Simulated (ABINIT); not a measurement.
**Quasiparticle gap of KI (Fm-3m) in ABINIT**

Wanted: ground state, empty states, screening and self-energy for KI (Fm-3m).

Calculated with ABINIT 10.8.3; PBE and many-body steps on it, plane waves.

### Step 1. Starting point

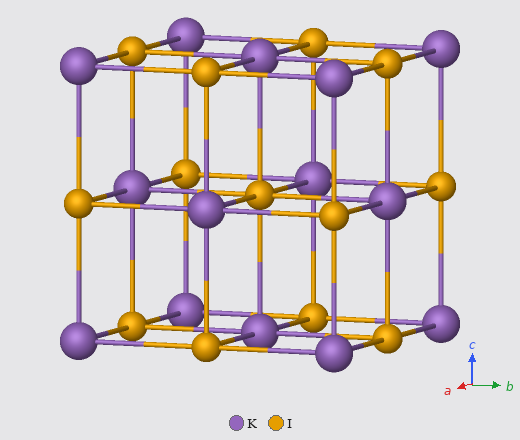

The cell as given, slightly off an axis (potassium purple, iodine orange). This picture shows the conventional cell, with its axes. Some periodic images of atoms are drawn too.

Coordinates:

```cif
data_structure
_symmetry_space_group_name_H-M 'Fm-3m'
_symmetry_Int_Tables_number 225
_cell_length_a 7.0655
_cell_length_b 7.0655
_cell_length_c 7.0655
_cell_angle_alpha 90.000
_cell_angle_beta 90.000
_cell_angle_gamma 90.000
_cell_volume 352.73
loop_
_atom_site_label
_atom_site_type_symbol
_atom_site_symmetry_multiplicity
_atom_site_Wyckoff_symbol
_atom_site_fract_x
_atom_site_fract_y
_atom_site_fract_z
_atom_site_occupancy
K1 K 4 a 0.00000 0.00000 0.00000 1
I1 I 4 b 0.50000 0.00000 0.00000 1
```

The cell and positions come from the Crystallography Open Database and are kept as given unless a step says otherwise. Spin-orbit coupling is left out unless a step names it.

### Step 2. Ground state

This step: ABINIT 10.8.3; DFT, PBE, plane waves, norm-conserving pseudopotentials.

The ground-state density comes first.

run.abi reads:

```
acell 3*1.0 Angstrom
rprim 
  0.000000000000 3.532775000000 3.532775000000
  3.532775000000 0.000000000000 3.532775000000
  3.532775000000 3.532775000000 -0.000000000000
ntypat 2
znucl 19 53
natom 2
typat 1 2
xred 
  0.000000000000 0.000000000000 0.000000000000
  0.500000000000 0.500000000000 0.500000000000
pp_dirpath "pseudos"
pseudos "K.upf, I.upf"
ecut 33
ngkpt 6 6 6
nshiftk 1
shiftk 0 0 0
kptopt 1
chksymbreak 0
nband 13
occopt 1
tolvrs 1e-10
nstep 60
prtwf 0
optforces 0
optstress 0
indata_prefix "in"
outdata_prefix "out"
tmpdata_prefix "tmp"
```

On the command line:

```bash
$ OMP_NUM_THREADS=1 mpirun -n 4 abinit run.abi > log
```

Numbers of over 12 decimals in the logs are rounded to 6 here.

Output:

```text
.Version 10.8.3 of ABINIT. v10.8.2 released Aug 2026.

 Symmetries : space group Fm -3 m (#225); Bravais cF (face-center cubic)
================================================================================
 Values of the parameters that define the memory need of the present run
     intxc =       0    ionmov =       0      iscf =       7    lmnmax =       6
     lnmax =       6     mgfft =      50  mpssoang =       3    mqgrid =    3001
     natom =       2  nloc_mem =       1    nspden =       1   nspinor =       1
    nsppol =       1      nsym =      48    n1xccc =    2501    ntypat =       2
    occopt =       1   xclevel =       2
-    mband =          13        mffmem =           1         mkmem =           4
       mpw =        5405          nfft =      125000          nkpt =          16
================================================================================
  Rough estimation (10% accuracy) of disk space for files :
================================================================================

--------------------------------------------------------------------------------
------------- Echo of variables that govern the present computation ------------
--------------------------------------------------------------------------------
 -outvars: echo values of preprocessed input variables --------
            acell      1.8897261259E+00  1.8897261259E+00  1.8897261259E+00 Bohr

      chksymbreak           0
             ecut      3.30000000E+01 Hartree
-          fftalg         312

              ixc     -101130
              kpt      0.00000000E+00  0.00000000E+00  0.00000000E+00
                       1.66666667E-01  0.00000000E+00  0.00000000E+00
                       3.33333333E-01  0.00000000E+00  0.00000000E+00
                       5.00000000E-01  0.00000000E+00  0.00000000E+00
                       1.66666667E-01  1.66666667E-01  0.00000000E+00
                       3.33333333E-01  1.66666667E-01  0.00000000E+00
                       5.00000000E-01  1.66666667E-01  0.00000000E+00
                      -3.33333333E-01  1.66666667E-01  0.00000000E+00
                      -1.66666667E-01  1.66666667E-01  0.00000000E+00
   [... 5 further rows ...]
                      -3.33333333E-01  3.33333333E-01  1.66666667E-01
                      -3.33333333E-01  5.00000000E-01  1.66666667E-01
         kptrlatt        6    0    0      0    6    0      0    0    6
          kptrlen      5.66475451E+01
P           mkmem           4
            natom           2
            nband          13
            ngfft          50      50      50
             nkpt          16
            nstep          60
             nsym          48
           ntypat           2
              occ      2.000000  2.000000  2.000000  2.000000  2.000000  2.000000
                       2.000000  2.000000  0.000000  0.000000  0.000000  0.000000
                       0.000000
        optforces           0
        optstress           0
            prtwf           0
            rprim      0.0000000000E+00  3.5327750000E+00  3.5327750000E+00
[...]
spgroup         225

           tolvrs      1.00000000E-10

             xred      0.0000000000E+00  0.0000000000E+00  0.0000000000E+00
[...]
znucl       19.00000   53.00000

================================================================================

 chkinp: Checking input parameters for consistency.

================================================================================
== DATASET  1 ==================================================================
-   mpi_nproc: 4, omp_nthreads: 1 (-1 if OMP is not activated)

--- !DatasetInfo
iteration_state: {dtset: 1, }
dimensions: {natom: 2, nkpt: 16, mband: 13, nsppol: 1, nspinor: 1, nspden: 1, mpw: 5405, }
cutoff_energies: {ecut:  33.0, pawecutdg:  -1.0, }
electrons: {nelect:   1.60000000E+01, charge:   0.00000000E+00, occopt:   1.00000000E+00, tsmear:   1.00000000E-02, }

 Real(R)+Recip(G) space primitive vectors, cartesian coordinates (Bohr,Bohr^-1):
 R(1)=  0.0000000  6.6759772  6.6759772  G(1)= -0.0748954  0.0748954  0.0748954
 R(2)=  6.6759772  0.0000000  6.6759772  G(2)=  0.0748954 -0.0748954  0.0748954
 R(3)=  6.6759772  6.6759772  0.0000000  G(3)=  0.0748954  0.0748954 -0.0748954
 Unit cell volume ucvol=  5.9507887E+02 bohr^3
 Angles (23,13,12)=  6.00000000E+01  6.00000000E+01  6.00000000E+01 degrees

 getcut: wavevector=  0.0000  0.0000  0.0000  ngfft=  50  50  50
         ecut(hartree)=     33.000   => boxcut(ratio)=   2.04876

--- Pseudopotential description ------------------------------------------------
- K Generated using ONCVPSP code by D. R. Hamann
- 19.00000   9.00000  171031                  znucl, zion, pspdat
12 -101130 2 -1 2222                          pspcod,pspxc,lmax,lloc,mmax
     nproj     2     2     2
  pspatm : epsatm=    8.42413758
         --- l  ekb(1:nproj) -->
[...]
pspatm: atomic psp has been read  and splines computed

- I Generated using ONCVPSP code by D. R. Hamann
- 53.00000   7.00000  171031                  znucl, zion, pspdat
12 -101130 2 -1 1196                          pspcod,pspxc,lmax,lloc,mmax
     nproj     2     2     2
  pspatm : epsatm=   19.17056757
         --- l  ekb(1:nproj) -->
[...]
2    4.134838    0.711910
 pspatm: atomic psp has been read  and splines computed

   4.41515282E+02                                ecore*ucvol(ha*bohr**3)
--------------------------------------------------------------------------------

_setup2: Arith. and geom. avg. npw (full set) are    5388.051    5388.035

================================================================================

--- !BeginCycle
iteration_state: {dtset: 1, }
solver: {iscf: 7, nstep: 60, nline: 4, wfoptalg: 0, }
tolerances: {tolvrs: 1.00E-10, }

     iter   Etot(hartree)      deltaE(h)  residm     vres2
 ETOT  1  -43.084150102588    -4.308E+01 2.534E-02 6.984E+01
 ETOT  2  -43.102403187570    -1.825E-02 2.146E-03 3.303E+00
 ETOT  3  -43.102515509612    -1.123E-04 1.060E-03 4.921E-01
 ETOT  4  -43.102523625818    -8.116E-06 4.845E-04 6.465E-02
 ETOT  5  -43.102525137926    -1.512E-06 6.316E-04 1.389E-03
 ETOT  6  -43.102525255408    -1.175E-07 5.937E-04 6.426E-05
 ETOT  7  -43.102525257403    -1.995E-09 7.598E-04 2.549E-06
 ETOT  8  -43.102525257520    -1.174E-10 5.321E-04 7.021E-08
 ETOT  9  -43.102525257525    -4.782E-12 5.695E-04 7.722E-10
 ETOT 10  -43.102525257523     1.918E-12 3.108E-04 2.422E-11

 At SCF step   10       vres2   =  2.42E-11 < tolvrs=  1.00E-10 =>converged.

--- !ResultsGS
iteration_state: {dtset: 1, }
comment   : Summary of ground state results
lattice_vectors:
- [  0.0000000,   6.6759772,   6.6759772, ]
- [  6.6759772,   0.0000000,   6.6759772, ]
- [  6.6759772,   6.6759772,  -0.0000000, ]
lattice_lengths: [   9.44126,    9.44126,    9.44126, ]
lattice_angles: [ 60.000,  60.000,  60.000, ] # degrees, (23, 13, 12)
lattice_volume:   5.9507887E+02
convergence: {deltae:  1.918E-12, res2:  2.422E-11, residm:  3.108E-04, diffor:  0.000E+00, }
etotal    :  -4.31025253E+01
entropy   :   0.00000000E+00
fermie    :   4.35632526E-03
cartesian_stress_tensor: null
pressure_GPa: null
xred      :
- [  0.0000E+00,   0.0000E+00,   0.0000E+00,  K]
- [  5.0000E-01,   5.0000E-01,   5.0000E-01,  I]
cartesian_forces: null
force_length_stats: {min: null, max: null, mean: null, }

 Integrated electronic density in atomic spheres:
 ------------------------------------------------
 Atom  Sphere_radius  Integrated_density
    1        2.00000          6.92264502
    2        2.00000          2.87372183
================================================================================

 ----iterations are completed or convergence reached----

 Mean square residual over all n,k,spin=   34.812E-07; max=  31.082E-05
 reduced coordinates (array xred) for    2 atoms
       0.000000000000      0.000000000000      0.000000000000
       0.500000000000      0.500000000000      0.500000000000
 rms dE/dt=  0.0000E+00; max dE/dt=  0.0000E+00; dE/dt below (all hartree)
    1       0.000000000000      0.000000000000      0.000000000000
    2       0.000000000000      0.000000000000      0.000000000000

 cartesian coordinates (angstrom) at end:
    1      0.000000     0.000000     0.000000
    2      3.532775     3.532775     3.532775
 length scales=  1.889726125908  1.889726125908  1.889726125908 bohr
              =  1.000000000000  1.000000000000  1.000000000000 angstroms
 prteigrs : about to open file out_EIG
 Fermi (or HOMO) energy (hartree) =   0.00436   Average Vxc (hartree)=  -0.26576
 Eigenvalues (hartree) for nkpt=  16  k points:
 kpt#   1, nband= 13, wtk=  0.00463, kpt=  0.0000  0.0000  0.0000 (reduced coord)
  -1.04300   -0.43616   -0.43616   -0.43616   -0.38166    0.00436    0.00436    0.00436
   0.14997    0.24342    0.24342    0.24342    0.26985
 prteigrs : prtvol=0 or 1, do not print more k-points.

--- !EnergyTerms
iteration_state     : {dtset: 1, }
comment             : Components of total free energy in Hartree
kinetic             :  1.34667133953278E+01
hartree             :  9.56437515154625E+00
xc                  : -1.04106413033510E+01
Ewald energy        : -2.74618377792638E+01
psp_core            :  7.41944137873510E-01
local_psp           : -3.51497426630674E+01
non_local_psp       :  6.14666380341154E+00
total_energy        : -4.31025252575231E+01
total_energy_eV     : -1.17287946295961E+03
band_energy         : -5.55993678185055E+00

== END DATASET(S) ==============================================================
================================================================================

 -outvars: echo values of variables after computation  --------
           etotal     -4.3102525258E+01
            nband          13
             nkpt          16
          spgroup         225
 [... the other variables as echoed above ...]

 Calculation completed.
```

Run time: 13 s. Hardware: 4 MPI ranks of Arm Neoverse V1, shared host; peak memory 0.36 GiB.

This step gave:

```
total energy               : -1172.8795 eV
gap                        : 3.962 eV
k of the valence top       : 0, 0, 0
k of the conduction bottom : 0, 0, 0
least direct gap           : 3.962 eV
```

The gap is direct, at Γ.

[end of part 1 of 3]

[Paths, hosts, dates, memory and timing lines, banners, echoed tables and standing remarks are left out of the program output.]

[Logs are printed without paths, hosts, clocks, repeated set-up lines and the standing remarks that a program may print on its own settings, such as how far it seeks lower states.]

[Runs of the session that timed out or met a known fault of the program may be left out.]

[Hosts, paths, dates, database ids (printed as entryN), source tags and the programs' standing remarks are cut or masked in the printed files.]

[G0W0 gaps are taken among the corrected bands and points alone; a level outside them can change the order at an edge.]

[Where Ansatz stands beside ABINIT at settings called matched, ABINIT's density can come from a denser mesh and the files from another edition; pairs whose starting gaps differed by over 0.03 eV were left out, so agreement reads better than it is.]
